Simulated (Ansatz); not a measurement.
**CH₇AlInNS: a spread of methods and bases**

Aim: run CH₇AlInNS under a spread of inputs, and see what each costs and gives.

Computed with Ansatz 0.2.0, Gaussian basis. Level: the settings change from run to run.

### 1 The geometry

An earlier PBE0-D4 in a triple-zeta def2 set relaxation fixed the geometry. In takes a core potential in def2 sets; no spin-orbit term is included.

12 atoms, charge 0, spin multiplicity 1.

Atoms are counted from 1 here; the program's logs count them from 0.

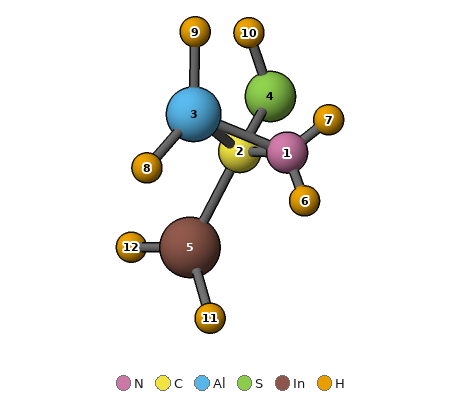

The structure; nitrogen pink, carbon yellow, aluminium blue, sulfur green, indium brown, hydrogen amber; atoms are numbered from 1 in the order of the file.

### 2 PBE-QIDH/x2c-TZVPPall

Set apart from the defaults: relativity set to scalar.

Input file in.yaml:

```yaml
crystal:
  periodic: [false, false, false]
  atoms:
    - {symbol: N, position_ang: [-1.172290, -0.345428, 0.565079]}
    - {symbol: C, position_ang: [-0.150008, 0.036923, -0.506974]}
    - {symbol: Al, position_ang: [0.607122, -1.089418, 0.938816]}
    - {symbol: S, position_ang: [-0.522529, -0.598627, -2.103126]}
    - {symbol: In, position_ang: [0.714201, 1.981709, -0.375702]}
    - {symbol: H, position_ang: [-1.595158, 0.441207, 1.043829]}
    - {symbol: H, position_ang: [-1.899630, -0.936921, 0.177115]}
    - {symbol: H, position_ang: [1.331071, -0.329300, 2.133390]}
    - {symbol: H, position_ang: [0.671800, -2.649600, 0.668495]}
    - {symbol: H, position_ang: [-0.071789, -1.869772, -1.999423]}
    - {symbol: H, position_ang: [0.132482, 2.951274, 0.932282]}
    - {symbol: H, position_ang: [1.954728, 2.407942, -1.473781]}
basis:
  gaussian: {orbitals: x2c-TZVPPall}
hamiltonian: {xc: {name: PBE-QIDH}, pseudopotentials: {relativity: scalar}}
output: {forces: true}
```

Launch:

```sh
$ ansatz run in.yaml --threads 4 --pin off --events-out ev --progress --plain --max-ram 10444MiB
```

Standard output (excerpt; [...] marks lines left out):

```text
Functional definition: PBE-QIDH
  name "PBE-QIDH"
  cite "Brémond, Sancho-García, Pérez-Jiménez & Adamo, J. Chem. Phys. 141, 031101 (2014) doi:10.1063/1.4890314"
  cite "Perdew, Burke & Ernzerhof, Phys. Rev. Lett. 77, 3865 (1996) doi:10.1103/PhysRevLett.77.3865"
[...]
1999 factors; integrals over basis functions are off by at most 1.7e-3 eV
[...]
mean field -180097.47566315 eV, -6618.4601561675 hartree, gradient 3.9e-6 eV, S^2 0.000000; 0 other end points of the search recorded, 0 dependent functions left out
30 core orbitals not correlated: weight in the atoms' cores, before any rotation towards them, 1.000 or more for the frozen orbitals, at most 0.000 for the correlated occupied ones
reference -180097.47568053 eV, -6618.4601568062 hartree; 19, 19 occupied and 255, 255 virtual orbitals, 1999 factors
second order -29.83971550 eV of doubles, -0.00000000 eV of singles
[...]
Total energy: -180107.42225237 eV, -6618.8256865791 hartree
Relativity: scalar
Atom 0 at    -1.172290    -0.345428     0.565079 Å, force    -0.114219     0.025549     0.004968 eV/Å
Atom 1 at    -0.150008     0.036923    -0.506974 Å, force     0.054029     0.090595     0.035460 eV/Å
Atom 2 at     0.607122    -1.089418     0.938816 Å, force    -0.038684    -0.023998    -0.001541 eV/Å
Atom 3 at    -0.522529    -0.598627    -2.103126 Å, force     0.088467    -0.219398     0.106710 eV/Å
Atom 4 at     0.714201     1.981709    -0.375702 Å, force    -0.033496    -0.034982     0.007896 eV/Å
Atom 5 at    -1.595158     0.441207     1.043829 Å, force     0.085242    -0.184298    -0.136611 eV/Å
Atom 6 at    -1.899630    -0.936921     0.177115 Å, force     0.157978     0.150037     0.070690 eV/Å
Atom 7 at     1.331071    -0.329300     2.133390 Å, force    -0.051844    -0.055113    -0.089823 eV/Å
Atom 8 at     0.671800    -2.649600     0.668495 Å, force    -0.004844     0.118438     0.027366 eV/Å
Atom 9 at    -0.071789    -1.869772    -1.999423 Å, force    -0.087432     0.256510    -0.004104 eV/Å
Atom 10 at     0.132482     2.951274     0.932282 Å, force     0.065668    -0.089335    -0.129551 eV/Å
Atom 11 at     1.954728     2.407942    -1.473781 Å, force    -0.120865    -0.034004     0.108540 eV/Å
Dipole moment:    -0.426139     0.083110     0.137034 e Å
```

It took 19 s on 4 threads of Intel Xeon 6975P-C, shared host; peak memory 1.3 GiB.

Largest force 0.271 eV/Å, dipole 2.19 D.

### 3 wB97M-V/def2-SVPD

This run has a point charge of 0.50 e beside it, the search for lower states set to light.

in.yaml: that of step 2 with these lines changed.

```diff
@@ -16,4 +16,5 @@
 basis:
-  gaussian: {orbitals: x2c-TZVPPall}
-hamiltonian: {xc: {name: PBE-QIDH}, pseudopotentials: {relativity: scalar}}
+  gaussian: {orbitals: def2-SVPD, point_charges: [{charge: 0.50, position_ang: [5.220, 0.743, -0.074]}]}
+hamiltonian: {xc: {name: wB97M-V}}
+scf: {lower_state_search: light}
 output: {forces: true}
```

Launched as before.

Standard output (excerpt; [...] marks lines left out):

```text
Functional definition: wB97M-V
  name "wB97M-V"
  cite "Mardirossian & Head-Gordon, J. Chem. Phys. 144, 214110 (2016) doi:10.1063/1.4952647"
  cite "Becke, J. Chem. Phys. 107, 8554 (1997) doi:10.1063/1.475007"
  cite "Vydrov & Van Voorhis, J. Chem. Phys. 133, 244103 (2010) doi:10.1063/1.3521275"
  # Of w^i u^j: cxij and so on, Table III.
[...]
  gx(w, u) = 1 - cx + cx01*u + cx10*w
  gss(w, u) = css00 + css04*u^4 + css10*w + css20*w^2 + css43*w^4*u^3
  gos(w, u) = cos00 + cos10*w + (cos20 + cos21*u)*w^2 + (cos60 + cos61*u)*w^6
[...]
      + integral(e_c_pw_mod_opposite_spin*gos(b97_w_opposite, b97_u_opposite)) + vv10(b, c)
1834 factors; integrals over basis functions are off by at most 9.1e-4 eV
675 factors; integrals over basis functions are off by at most 1.1e-5 eV
[...]
Atom 2 at     0.607122    -1.089418     0.938816 Å, force     0.097738    -0.315679     0.171202 eV/Å
Atom 3 at    -0.522529    -0.598627    -2.103126 Å, force    -0.126802    -0.055620    -0.488338 eV/Å
Atom 4 at     0.714201     1.981709    -0.375702 Å, force    -0.299364     0.068726     0.107673 eV/Å
Atom 5 at    -1.595158     0.441207     1.043829 Å, force    -0.121488     0.123886     0.110451 eV/Å
Atom 6 at    -1.899630    -0.936921     0.177115 Å, force    -0.169897    -0.130864    -0.034435 eV/Å
Atom 7 at     1.331071    -0.329300     2.133390 Å, force     0.060155     0.015008    -0.058904 eV/Å
Atom 8 at     0.671800    -2.649600     0.668495 Å, force     0.044668     0.103385     0.014569 eV/Å
Atom 9 at    -0.071789    -1.869772    -1.999423 Å, force     0.037608    -0.112873     0.024083 eV/Å
Atom 10 at     0.132482     2.951274     0.932282 Å, force     0.083252    -0.012944    -0.048620 eV/Å
Atom 11 at     1.954728     2.407942    -1.473781 Å, force     0.137493    -0.035007     0.008229 eV/Å
Dipole moment:    -0.640294     0.065943     0.147668 e Å
```

Run time: 7.5 s. Hardware: 4 threads of Intel Xeon 6975P-C, shared host; peak memory 0.89 GiB.

Largest force 0.508 eV/Å, dipole 3.17 D.

### 4 r2SCAN50/def2-TZVP

Options: density fitting with def2-universal-jkfit.

in.yaml: that of step 3 with these lines changed.

```diff
@@ -16,5 +16,4 @@
 basis:
-  gaussian: {orbitals: def2-SVPD, point_charges: [{charge: 0.50, position_ang: [5.220, 0.743, -0.074]}]}
-hamiltonian: {xc: {name: wB97M-V}}
-scf: {lower_state_search: light}
+  gaussian: {orbitals: def2-TZVP, fitting: {mean_field: def2-universal-jkfit}}
+hamiltonian: {xc: {name: r2SCAN50}}
 output: {forces: true}
```

The command is unchanged.

Standard output (excerpt; [...] marks lines left out):

```text
Functional definition: r2SCAN50
  name "r2SCAN50"
  cite "Bursch, Neugebauer, Ehlert & Grimme, J. Chem. Phys. 156, 134105 (2022) doi:10.1063/5.0086040"
  cite "Furness, Kaplan, Ning, Perdew & Sun, J. Phys. Chem. Lett. 11, 8208 (2020) doi:10.1021/acs.jpclett.0c02405"
  cite "Furness, Kaplan, Ning, Perdew & Sun, J. Phys. Chem. Lett. 11, 9248 (2020) doi:10.1021/acs.jpclett.0c03077"
  parent r2scan
[...]
752 factors; integrals over basis functions are off by at most 6.9e-1 eV
[...]
mean field -25243.88983159 eV, -927.6958403878 hartree, gradient 7.4e-5 eV, S^2 0.000000; 0 other end points of the search recorded, 0 dependent functions left out
[...]
reference -25243.88984274 eV, -927.6958407977 hartree; 35, 35 occupied and 193, 193 virtual orbitals, 752 factors
Total energy: -25243.88984274 eV, -927.6958407977 hartree
[...]
Atom 2 at     0.607122    -1.089418     0.938816 Å, force    -0.226208     0.077058    -0.125718 eV/Å
Atom 3 at    -0.522529    -0.598627    -2.103126 Å, force     0.157183    -0.245987     0.292959 eV/Å
Atom 4 at     0.714201     1.981709    -0.375702 Å, force    -0.039617    -0.066471     0.009995 eV/Å
Atom 5 at    -1.595158     0.441207     1.043829 Å, force     0.181667    -0.357183    -0.231972 eV/Å
Atom 6 at    -1.899630    -0.936921     0.177115 Å, force     0.320079     0.267150     0.179931 eV/Å
Atom 7 at     1.331071    -0.329300     2.133390 Å, force    -0.062702    -0.069369    -0.125161 eV/Å
Atom 8 at     0.671800    -2.649600     0.668495 Å, force     0.001721     0.156417     0.043228 eV/Å
Atom 9 at    -0.071789    -1.869772    -1.999423 Å, force    -0.118844     0.335730    -0.033844 eV/Å
Atom 10 at     0.132482     2.951274     0.932282 Å, force     0.060845    -0.085296    -0.132193 eV/Å
Atom 11 at     1.954728     2.407942    -1.473781 Å, force    -0.123967    -0.031825     0.106978 eV/Å
Dipole moment:    -0.414372     0.096098     0.159206 e Å
```

Run time: 2.9 s. Hardware: 4 threads of Intel Xeon 6975P-C, shared host; peak memory 0.48 GiB.

Largest force 0.463 eV/Å, dipole 2.18 D.

### 5 MP2/def2-TZVP

Set apart from the defaults: atoms shaken by 0.03 Å, the search for lower states set to full.

Input file in.yaml:

```yaml
crystal:
  periodic: [false, false, false]
  atoms:
    - {symbol: N, position_ang: [-1.166543, -0.359815, 0.531722]}
    - {symbol: C, position_ang: [-0.158334, 0.088125, -0.469733]}
    - {symbol: Al, position_ang: [0.557926, -1.079163, 0.954841]}
    - {symbol: S, position_ang: [-0.494569, -0.605506, -2.101518]}
    - {symbol: In, position_ang: [0.718594, 2.051291, -0.387659]}
    - {symbol: H, position_ang: [-1.593766, 0.418164, 1.001412]}
    - {symbol: H, position_ang: [-1.866603, -0.934079, 0.200710]}
    - {symbol: H, position_ang: [1.329248, -0.384539, 2.150394]}
    - {symbol: H, position_ang: [0.653697, -2.674904, 0.655178]}
    - {symbol: H, position_ang: [-0.119256, -1.868063, -1.975545]}
    - {symbol: H, position_ang: [0.169834, 2.984429, 0.957462]}
    - {symbol: H, position_ang: [1.954642, 2.381412, -1.467217]}
basis:
  gaussian: {orbitals: def2-TZVP}
hamiltonian: {xc: {name: HF}}
correlation: {method: mp2}
scf: {lower_state_search: full}
output: {forces: true}
```

Launched as before.

Standard output (excerpt; [...] marks lines left out):

```text
Functional definition: HF
  name "HF"
  cite "Fock, Z. Phys. 61, 126 (1930) doi:10.1007/BF01340294"
  parent pbe
[...]
1683 factors; integrals over basis functions are off by at most 1.0e-3 eV
[...]
mean field -25171.89962857 eV, -925.0502492237 hartree, gradient 1.7e-6 eV, S^2 0.000000; 0 other end points of the search recorded, 0 dependent functions left out
16 core orbitals not correlated: weight in the atoms' cores, before any rotation towards them, 1.000 or more for the frozen orbitals, at most 0.000 for the correlated occupied ones
reference -25171.89962857 eV, -925.0502492237 hartree; 19, 19 occupied and 193, 193 virtual orbitals, 1683 factors
second order -25.06051668 eV of doubles, -0.00000000 eV of singles
[...]
Total energy: -25196.96014525 eV, -925.9712062250 hartree
Atom 0 at    -1.166543    -0.359815     0.531722 Å, force     0.951205     1.724902     1.703089 eV/Å
[...]
Atom 2 at     0.557926    -1.079163     0.954841 Å, force     0.946943    -0.913843     0.200410 eV/Å
Atom 3 at    -0.494569    -0.605506    -2.101518 Å, force    -0.161333     1.033817     0.173929 eV/Å
Atom 4 at     0.718594     2.051291    -0.387659 Å, force    -0.457981    -0.526599     0.420676 eV/Å
Atom 5 at    -1.593766     0.418164     1.001412 Å, force    -0.274210     0.341899     0.448379 eV/Å
Atom 6 at    -1.866603    -0.934079     0.200710 Å, force    -1.848687    -1.624465    -1.286877 eV/Å
Atom 7 at     1.329248    -0.384539     2.150394 Å, force    -0.104875     0.023482     0.054217 eV/Å
Atom 8 at     0.653697    -2.674904     0.655178 Å, force    -0.101568     0.585074     0.064623 eV/Å
Atom 9 at    -0.119256    -1.868063    -1.975545 Å, force     0.312060    -0.562166     0.244739 eV/Å
Atom 10 at     0.169834     2.984429     0.957462 Å, force     0.058544    -0.069251    -0.187327 eV/Å
Atom 11 at     1.954642     2.381412    -1.467217 Å, force     0.168666     0.099456    -0.204476 eV/Å
Dipole moment:    -0.480882     0.176102     0.141303 e Å
```

It took 6 s on 4 threads of Intel Xeon 6975P-C, shared host; peak memory 0.75 GiB.

Largest force 2.777 eV/Å, dipole 2.55 D.

### 6 wPBEh/STO-3G

This run has the search for lower states set to full.

Input file in.yaml:

```yaml
crystal:
  periodic: [false, false, false]
  atoms:
    - {symbol: N, position_ang: [-1.172290, -0.345428, 0.565079]}
    - {symbol: C, position_ang: [-0.150008, 0.036923, -0.506974]}
    - {symbol: Al, position_ang: [0.607122, -1.089418, 0.938816]}
    - {symbol: S, position_ang: [-0.522529, -0.598627, -2.103126]}
    - {symbol: In, position_ang: [0.714201, 1.981709, -0.375702]}
    - {symbol: H, position_ang: [-1.595158, 0.441207, 1.043829]}
    - {symbol: H, position_ang: [-1.899630, -0.936921, 0.177115]}
    - {symbol: H, position_ang: [1.331071, -0.329300, 2.133390]}
    - {symbol: H, position_ang: [0.671800, -2.649600, 0.668495]}
    - {symbol: H, position_ang: [-0.071789, -1.869772, -1.999423]}
    - {symbol: H, position_ang: [0.132482, 2.951274, 0.932282]}
    - {symbol: H, position_ang: [1.954728, 2.407942, -1.473781]}
basis:
  gaussian: {orbitals: STO-3G}
hamiltonian: {xc: {name: wPBEh}}
scf: {lower_state_search: full}
```

Launched as before.

Standard output (excerpt; [...] marks lines left out):

```text
Functional definition: wPBEh
  name "wPBEh"
  cite "Heyd, Scuseria & Ernzerhof, J. Chem. Phys. 118, 8207 (2003) doi:10.1063/1.1564060"
  cite "Krukau, Vydrov, Izmaylov & Scuseria, J. Chem. Phys. 125, 224106 (2006) doi:10.1063/1.2404663"
  cite "Heyd & Scuseria, J. Chem. Phys. 120, 7274 (2004) doi:10.1063/1.1668634"
  cite "Ernzerhof & Perdew, J. Chem. Phys. 109, 3313 (1998) doi:10.1063/1.476928"
  cite "Perdew, Burke & Ernzerhof, Phys. Rev. Lett. 77, 3865 (1996) doi:10.1103/PhysRevLett.77.3865"
  parent pbe
[...]
801 factors; integrals over basis functions are off by at most 1.1e-4 eV
93 factors; integrals over basis functions are off by at most 2.1e-7 eV
[...]
mean field -174515.92362274 eV, -6413.3419019939 hartree, gradient 4.8e-5 eV, S^2 0.000000; 0 other end points of the search recorded, 0 dependent functions left out
reference -174515.92364958 eV, -6413.3419029804 hartree; 49, 49 occupied and 13, 13 virtual orbitals, 801 factors
Total energy: -174515.92364958 eV, -6413.3419029804 hartree
```

It took 0.65 s on 4 threads of Intel Xeon 6975P-C, shared host.

### 7 MP2/def2-TZVPD

in.yaml: that of step 6 with these lines changed.

```diff
@@ -16,4 +16,4 @@
 basis:
-  gaussian: {orbitals: STO-3G}
-hamiltonian: {xc: {name: wPBEh}}
-scf: {lower_state_search: full}
+  gaussian: {orbitals: def2-TZVPD}
+hamiltonian: {xc: {name: HF}}
+correlation: {method: mp2}
```

Same command.

Standard output:

```text
Functional definition: HF
  name "HF"
  cite "Fock, Z. Phys. 61, 126 (1930) doi:10.1007/BF01340294"
  parent pbe
  exchange = exact_x
  correlation = 0
2066 factors; integrals over basis functions are off by at most 1.2e-3 eV
mean field evaluation 1: about -25168.0890 eV, gradient 3.6e1 eV
mean field evaluation 2: about -25168.2075 eV, gradient 3.6e1 eV
mean field evaluation 4: about -25171.9549 eV, gradient 5.1e0 eV
mean field evaluation 8: about -25172.0641 eV, gradient 4.2e-1 eV
mean field -25172.06517230 eV, -925.0563328433 hartree, gradient 7.2e-6 eV, S^2 0.000000; 0 other end points of the search recorded, 0 dependent functions left out
16 core orbitals not correlated: weight in the atoms' cores, before any rotation towards them, 1.000 or more for the frozen orbitals, at most 0.000 for the correlated occupied ones
reference -25172.06517230 eV, -925.0563328433 hartree; 19, 19 occupied and 247, 247 virtual orbitals, 2066 factors
second order -25.38345727 eV of doubles, -0.00000000 eV of singles
Total energy: -25197.44862957 eV, -925.9891576924 hartree
```

Wall time 4.2 s (4 threads of Intel Xeon 6975P-C, shared host); peak memory 1.1 GiB.

### 8 wB97X/def2-TZVPP

This run has relativity set to none.

in.yaml: that of step 7 with these lines changed.

```diff
@@ -16,4 +16,3 @@
 basis:
-  gaussian: {orbitals: def2-TZVPD}
-hamiltonian: {xc: {name: HF}}
-correlation: {method: mp2}
+  gaussian: {orbitals: def2-TZVPP}
+hamiltonian: {xc: {name: wB97X}, pseudopotentials: {relativity: none}}
```

Launched as before.

Standard output (excerpt; [...] marks lines left out):

```text
Functional definition: wB97X
  name "wB97X"
  cite "Chai & Head-Gordon, J. Chem. Phys. 128, 084106 (2008) doi:10.1063/1.2834918"
  cite "Becke, J. Chem. Phys. 107, 8554 (1997) doi:10.1063/1.475007"
[...]
  # The coefficients of nought are those of the uniform gas.
[...]
      + exact_x_lr(omega)
[...]
      + integral(e_c_pw_opposite_spin*poly(b97_u_opposite, 1, cos1, cos2, cos3, cos4))
1755 factors; their error is unknown
408 factors; integrals over basis functions are off by at most 1.1e-5 eV
[...]
mean field -25248.06439141 eV, -927.8492526315 hartree, gradient 3.5e-5 eV, S^2 0.000000; 0 other end points of the search recorded, 0 dependent functions left out
reference -25248.06434146 eV, -927.8492507961 hartree; 35, 35 occupied and 259, 259 virtual orbitals, 1755 factors
Total energy: -25248.06434146 eV, -927.8492507961 hartree
```

Run time: 6.5 s. Hardware: 4 threads of Intel Xeon 6975P-C, shared host; peak memory 1 GiB.

### 9 The runs in one table

| level | charge | multiplicity | geometry | functions | energy (eV) | time |
| --- | --- | --- | --- | --- | --- | --- |
| PBE-QIDH/x2c-TZVPPall | 0 | 1 | relaxed | 304 | -180107.422 | 19 s |
| wB97M-V/def2-SVPD | 0 | 1 | relaxed, point charge | 179 | -25235.193 | 7.5 s |
| r2SCAN50/def2-TZVP | 0 | 1 | relaxed | 228 | -25243.890 | 2.9 s |
| MP2/def2-TZVP | 0 | 1 | shaken | 228 | -25196.960 | 6 s |
| wPBEh/STO-3G | 0 | 1 | relaxed | 62 | -174515.924 | 0.65 s |
| MP2/def2-TZVPD | 0 | 1 | relaxed | 282 | -25197.449 | 4.2 s |
| wB97X/def2-TZVPP | 0 | 1 | relaxed | 294 | -25248.064 | 6.5 s |

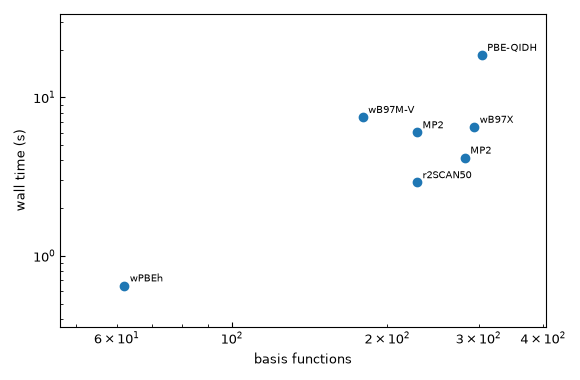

Wall time against the number of basis functions (shared host).

### 10 Results

| quantity | value |
| --- | --- |
| runs | 7 |
| quickest | wPBEh/STO-3G, 0.65 s |
| slowest | PBE-QIDH/x2c-TZVPPall, 19 s |
| spread of total energies, same state and geometry | 154910.0 eV |
| dipole, same state and geometry | 2.18 to 2.19 D |

**Reading.** PBE-QIDH/x2c-TZVPPall took 28 times as long as wPBEh/STO-3G. The jobs differ in tasks and options as well as level. The totals spread over 154910 eV; they can't be compared across methods or bases. Some of these runs are scalar-relativistic and others not, which shifts the totals of all-electron atoms past neon by several eV an atom and more; core potentials, where a basis has them, take the core out of the total altogether. At the PBE0-D4/def2-TZVP geometry and in the same state, the sound runs without point charges leave forces up to 0.46 eV/Å (r2SCAN50/def2-TZVP), against 2.8 eV/Å where the atoms were moved.
